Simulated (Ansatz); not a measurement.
## Geometry relaxation of GeH2SCl4 (part 1 of 2)

GeH2SCl4, computed with RKS BLYP-D4/def2-SVP (Ansatz 0.2.0).

It belongs to a series of runs on one base structure; here: end point B relaxed.

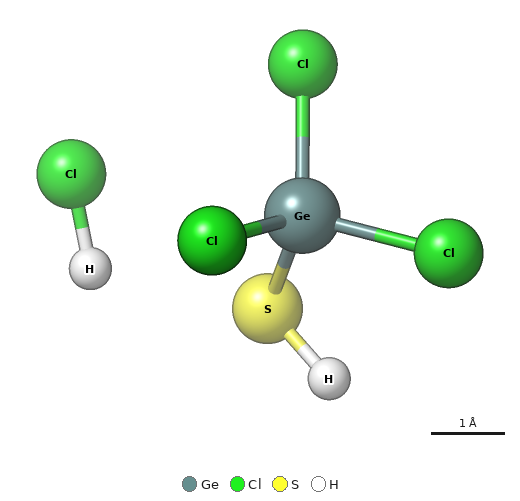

The structure as given in the input (ball-and-stick view, seen at a tilt). Sticks mark near contacts.

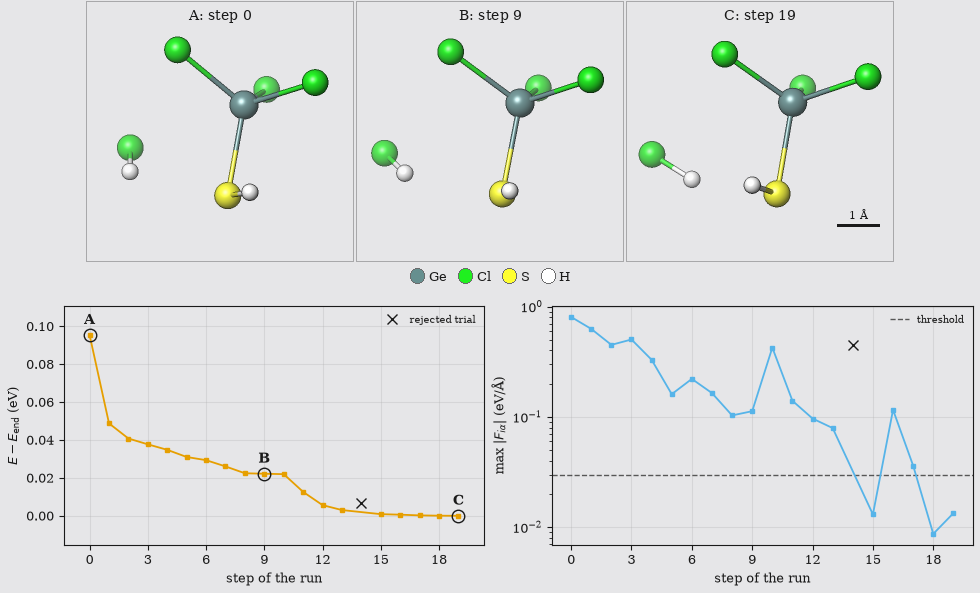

Frames of the relaxation (ball-and-stick view, seen at a tilt) above the curves, on which the letters mark them (the first geometry is step 0 here and step 1 in the log).

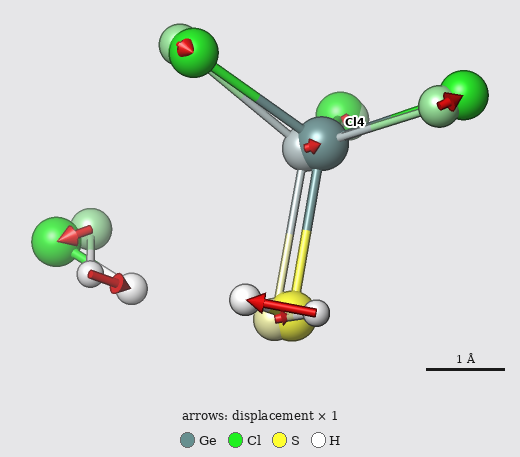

Start (faint) and end (solid) with the displacements as red arrows, at true length (ball-and-stick view, seen at a tilt). The two geometries are laid on each other by the best rigid fit. The energy falls by 0.095 eV in 19 geometry steps. Largest force component: 0.8 eV/Å at the start, 0.013 eV/Å at the end. The line search rejected the trial step at point 14 (counted from 0) and went back. H7 moves most after the best rigid fit: 0.93 Å. By element the largest moves are H 0.93 Å, Cl 0.51 Å, Ge 0.23 Å, S 0.23 Å. Among the contacts that change: Cl2–H8 1.340 → 1.312 Å, Ge1–Cl5 2.189 → 2.177 Å, Ge1–S6 2.254 → 2.262 Å, Ge1–Cl3 2.176 → 2.171 Å. Among the angles that change: Cl5–Ge1–S6 106.7° → 111.1°, Cl3–Ge1–S6 114.9° → 110.5°, Cl4–Ge1–S6 111.2° → 107.4°. (Atoms are counted from 1 in the order of the input.)

These pictures come from the run below.

**Input**
```yaml
crystal:
  periodic: [false, false, false]
  atoms:
    - { symbol: Ge, position_ang: [-0.656554, -0.111202, -0.436073] }
    - { symbol: Cl, position_ang: [-0.167004, 1.30929, 2.646267] }
    - { symbol: Cl, position_ang: [1.19924, -0.980268, 0.296448] }
    - { symbol: Cl, position_ang: [-0.396887, 1.993027, -0.877009] }
    - { symbol: Cl, position_ang: [-1.07013, -1.130684, -2.328012] }
    - { symbol: S, position_ang: [-2.449224, -0.451019, 0.887504] }
    - { symbol: H, position_ang: [-2.731206, -1.627893, 0.249911] }
    - { symbol: H, position_ang: [-0.777635, 0.125949, 2.793564] }
basis:
  gaussian: { orbitals: def2-SVP }
hamiltonian:
  xc: blyp
  dispersion: d4
relax:
  f_tol: 0.03
  max_steps: 50
```

Launched with:
```bash
ansatz run input.yaml --threads 4 --pin off --max-ram 5120MiB --backend cpu --events-out ev --progress --plain --runs-dir out
```

**Output**
```
The last accepted step is kept in [file] (removed where the run ends without a failure and the disk answers)
Engine: ansatz 0.2.0, aarch64-unknown-linux-gnu
Functional definition: BLYP
  parameter beta = 0.0042
  parameter a = 0.04918
  parameter b = 0.132
  parameter c = 0.2533
  parameter d = 0.349
  exchange = b88_x(beta = beta)
  correlation = lyp_c(a = a, b = b, c = c, d = d)
1452 factors; their error is unknown
mean field evaluation 1: about -117453.6132 eV, gradient 3.2e1 eV
mean field evaluation 2: about -117449.9434 eV, gradient 5.4e1 eV
mean field evaluation 4: about -117455.5103 eV, gradient 9.8e-1 eV
mean field evaluation 8: about -117455.4174 eV, gradient 3.1e-2 eV
mean field -117455.41739928 eV, -4316.4069752822 hartree, gradient 3.9e-5 eV, S^2 0.000000; 0 other end points of the search recorded, 0 dependent functions left out
the calculation of the forces begins
reference -117455.41776424 eV, -4316.4069886941 hartree; 59, 59 occupied and 73, 73 virtual orbitals, 1452 factors
relax step   1: F+E_penalty+E_count = -117456.23213157 eV  Δ(F+E_penalty+E_count) = +0.000e0 eV  max|allowed force component| = 8.038e-1 eV/Å  Δτ_max = 0.0000 Å  (25 SCF iters, accepted)
these checks for a lower state are left out or cut short: starts, cluster_reference, orbital_swaps, neighbouring_geometries, increment
1452 factors; their error is unknown
mean field evaluation 16: about -117455.5038 eV, gradient 5.3e0 eV
mean field -117455.49368479 eV, -4316.4097787231 hartree, gradient 1.2e-5 eV, S^2 0.000000; 0 other end points of the search recorded, 0 dependent functions left out
[... from here on the field's lines of each further geometry are left out, up to the last ...]
relax step   2: F+E_penalty+E_count = -117456.27873307 eV  Δ(F+E_penalty+E_count) = -4.660e-2 eV  max|allowed force component| = 6.264e-1 eV/Å  Δτ_max = 0.1951 Å  (29 SCF iters, accepted)
relax step   3: F+E_penalty+E_count = -117456.28672231 eV  Δ(F+E_penalty+E_count) = -7.989e-3 eV  max|allowed force component| = 4.491e-1 eV/Å  Δτ_max = 0.0409 Å  (25 SCF iters, accepted)
relax step   4: F+E_penalty+E_count = -117456.28979141 eV  Δ(F+E_penalty+E_count) = -3.069e-3 eV  max|allowed force component| = 5.024e-1 eV/Å  Δτ_max = 0.0986 Å  (26 SCF iters, accepted)
relax step   5: F+E_penalty+E_count = -117456.29269245 eV  Δ(F+E_penalty+E_count) = -2.901e-3 eV  max|allowed force component| = 3.290e-1 eV/Å  Δτ_max = 0.0928 Å  (29 SCF iters, accepted)
relax step   6: F+E_penalty+E_count = -117456.29646980 eV  Δ(F+E_penalty+E_count) = -3.777e-3 eV  max|allowed force component| = 1.605e-1 eV/Å  Δτ_max = 0.0440 Å  (25 SCF iters, accepted)
relax step   7: F+E_penalty+E_count = -117456.29814611 eV  Δ(F+E_penalty+E_count) = -1.676e-3 eV  max|allowed force component| = 2.207e-1 eV/Å  Δτ_max = 0.0384 Å  (25 SCF iters, accepted)
relax step   8: F+E_penalty+E_count = -117456.30144014 eV  Δ(F+E_penalty+E_count) = -3.294e-3 eV  max|allowed force component| = 1.642e-1 eV/Å  Δτ_max = 0.0787 Å  (28 SCF iters, accepted)
relax step   9: F+E_penalty+E_count = -117456.30505370 eV  Δ(F+E_penalty+E_count) = -3.614e-3 eV  max|allowed force component| = 1.030e-1 eV/Å  Δτ_max = 0.0636 Å  (25 SCF iters, accepted)
relax step  10: F+E_penalty+E_count = -117456.30530751 eV  Δ(F+E_penalty+E_count) = -2.538e-4 eV  max|allowed force component| = 1.125e-1 eV/Å  Δτ_max = 0.0087 Å  (26 SCF iters, accepted)
relax step  11: F+E_penalty+E_count = -117456.30552405 eV  Δ(F+E_penalty+E_count) = -2.165e-4 eV  max|allowed force component| = 4.239e-1 eV/Å  Δτ_max = 0.1951 Å  (31 SCF iters, accepted)
relax step  12: F+E_penalty+E_count = -117456.31487628 eV  Δ(F+E_penalty+E_count) = -9.352e-3 eV  max|allowed force component| = 1.398e-1 eV/Å  Δτ_max = 0.0614 Å  (25 SCF iters, accepted)
relax step  13: F+E_penalty+E_count = -117456.32187085 eV  Δ(F+E_penalty+E_count) = -6.995e-3 eV  max|allowed force component| = 9.647e-2 eV/Å  Δτ_max = 0.1982 Å  (29 SCF iters, accepted)
relax step  14: F+E_penalty+E_count = -117456.32447505 eV  Δ(F+E_penalty+E_count) = -2.604e-3 eV  max|allowed force component| = 7.906e-2 eV/Å  Δτ_max = 0.0658 Å  (25 SCF iters, accepted)
relax step  15: F+E_penalty+E_count = -117456.32053915 eV  Δ(F+E_penalty+E_count) = +3.936e-3 eV  max|allowed force component| = 4.466e-1 eV/Å  Δτ_max = 0.1468 Å  (28 SCF iters, rejected (line search))
relax step  16: F+E_penalty+E_count = -117456.32662900 eV  Δ(F+E_penalty+E_count) = -2.154e-3 eV  max|allowed force component| = 1.304e-2 eV/Å  Δτ_max = 0.0681 Å  (26 SCF iters, accepted)
relax step  17: F+E_penalty+E_count = -117456.32691250 eV  Δ(F+E_penalty+E_count) = -2.835e-4 eV  max|allowed force component| = 1.157e-1 eV/Å  Δτ_max = 0.0740 Å  (26 SCF iters, accepted)
relax step  18: F+E_penalty+E_count = -117456.32727704 eV  Δ(F+E_penalty+E_count) = -3.645e-4 eV  max|allowed force component| = 3.610e-2 eV/Å  Δτ_max = 0.0140 Å  (26 SCF iters, accepted)
relax step  19: F+E_penalty+E_count = -117456.32744325 eV  Δ(F+E_penalty+E_count) = -1.662e-4 eV  max|allowed force component| = 8.687e-3 eV/Å  Δτ_max = 0.0232 Å  (26 SCF iters, accepted)
the calculation of the forces begins
reference -117455.56748138 eV, -4316.4124906975 hartree; 59, 59 occupied and 73, 73 virtual orbitals, 1452 factors
relax step  20: F+E_penalty+E_count = -117456.32750100 eV  Δ(F+E_penalty+E_count) = -5.775e-5 eV  max|allowed force component| = 1.338e-2 eV/Å  Δτ_max = 0.0315 Å  (26 SCF iters, accepted)
1452 factors; their error is unknown
mean field evaluation 128: about -117455.6597 eV, gradient 4.4e-1 eV
mean field -117455.56710798 eV, -4316.4124769756 hartree, gradient 3.3e-5 eV, S^2 0.000000; 1 other end points of the search recorded, 0 dependent functions left out
the calculation of the forces begins
reference -117455.56748138 eV, -4316.4124906975 hartree; 59, 59 occupied and 73, 73 virtual orbitals, 1452 factors
Total energy: -117456.32787440 eV, -4316.4404346255 hartree
Atom 0 at    -0.706676    -0.156161    -0.658373 Å, force    -0.005454     0.001019     0.002133 eV/Å
Atom 1 at    -0.123682     1.062673     3.090913 Å, force     0.006864     0.002408     0.002780 eV/Å
Atom 2 at     1.010849    -1.205861     0.155346 Å, force     0.000215    -0.000776     0.002469 eV/Å
Atom 3 at    -0.338892     1.972527    -0.807139 Å, force    -0.001354    -0.002773     0.000348 eV/Å
Atom 4 at    -1.076322    -0.941823    -2.655151 Å, force    -0.001790     0.002205     0.001758 eV/Å
Atom 5 at    -2.511035    -0.437743     0.676063 Å, force     0.013375    -0.008909    -0.003286 eV/Å
Atom 6 at    -2.150963    -1.721440     0.975339 Å, force    -0.003733     0.008317    -0.002104 eV/Å
Atom 7 at    -1.152679     0.555028     2.455603 Å, force    -0.008125    -0.001491    -0.004098 eV/Å
Dipole moment:    -0.316082    -0.330698    -0.098429 e Å
```

**Trajectory as extended XYZ (Å, eV, eV/Å), 20 frames, from step=1 to step=20**
```
8
Properties=species:S:1:pos:R:3:forces:R:3 step=1 energy=-117456.23213
Ge   -0.6566   -0.1112   -0.4361   -0.0494  -0.0703  -0.2783
Cl   -0.1670    1.3093    2.6463   -0.3891  -0.7057   0.3225
Cl    1.1992   -0.9803    0.2964    0.0156  -0.0090   0.0327
Cl   -0.3969    1.9930   -0.8770    0.0245   0.0417  -0.0122
Cl   -1.0701   -1.1307   -2.3280   -0.0187  -0.0268  -0.0078
S    -2.4492   -0.4510    0.8875    0.0002  -0.0692   0.0075
H    -2.7312   -1.6279    0.2499   -0.0054   0.0356   0.0084
H    -0.7776    0.1259    2.7936    0.4222   0.8038  -0.0728
8
Properties=species:S:1:pos:R:3:forces:R:3 step=2 energy=-117456.27873
Ge   -0.6650   -0.1286   -0.4944   -0.0422  -0.0553  -0.1300
Cl   -0.1616    1.3574    2.8352   -0.3221  -0.6264   0.0363
Cl    1.1858   -0.9879    0.2702   -0.0245   0.0406   0.0222
Cl   -0.3940    1.9818   -0.9123    0.0074  -0.0320   0.0352
Cl   -1.0860   -1.1589   -2.3760   -0.0040  -0.0055  -0.0048
S    -2.4377   -0.4633    0.8630    0.0464   0.0470   0.0093
H    -2.7393   -1.6381    0.2336    0.0233   0.0056   0.0072
H    -0.7517    0.1648    2.8132    0.3158   0.6260   0.0246
8
Properties=species:S:1:pos:R:3:forces:R:3 step=3 energy=-117456.28672
Ge   -0.6811   -0.1358   -0.5133    0.0531   0.0431  -0.0216
Cl   -0.1668    1.3647    2.8549   -0.2331  -0.4482   0.0353
Cl    1.1595   -0.9956    0.2698    0.0153   0.0010   0.0121
Cl   -0.3808    1.9728   -0.9094   -0.0105   0.0046   0.0086
Cl   -1.0955   -1.1521   -2.3971   -0.0289  -0.0388  -0.0482
S    -2.4342   -0.4598    0.8628    0.0138  -0.0093  -0.0567
H    -2.6993   -1.6456    0.2366   -0.0422  -0.0015   0.0554
H    -0.7512    0.1785    2.8282    0.2325   0.4491   0.0151
8
Properties=species:S:1:pos:R:3:forces:R:3 step=4 energy=-117456.28979
Ge   -0.6844   -0.1416   -0.5420    0.0549   0.0511   0.0526
Cl   -0.1941    1.3881    2.9467   -0.2213  -0.5024  -0.0581
Cl    1.1474   -1.0013    0.2632    0.0232   0.0015  -0.0030
Cl   -0.3696    1.9679   -0.9206   -0.0184  -0.0076   0.0009
Cl   -1.1093   -1.1632   -2.4178   -0.0147  -0.0330  -0.0638
S    -2.4249   -0.4536    0.8509   -0.0110   0.0060  -0.0478
H    -2.6927   -1.6516    0.2490   -0.0272   0.0038   0.0558
H    -0.7216    0.1825    2.8031    0.2145   0.4806   0.0634
```
